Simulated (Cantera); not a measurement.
Feed: 1 mol AlBr3, 15 mol N2O, 190 mol N2, equilibrated at 13.3 mbar.

Method: chemical equilibrium by Gibbs-energy minimisation in Cantera with the NASA 1993 tables (ideal gas, pure condensed phases). Candidate condensed phases: Al, AlBr3, AlN, Al2O3, Br2; 21 gas species. Rates play no part.

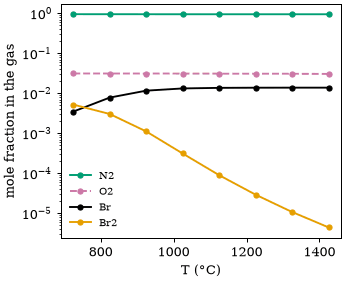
Figure: Equilibrium gas composition (values under 1e-9 drawn at 1e-9)

**Question.** Read off the mole fractions at 725 °C.

**Answer.** N2 about 0.96, O2 about 0.032, Br2 about 0.0053, Br about 0.0035.
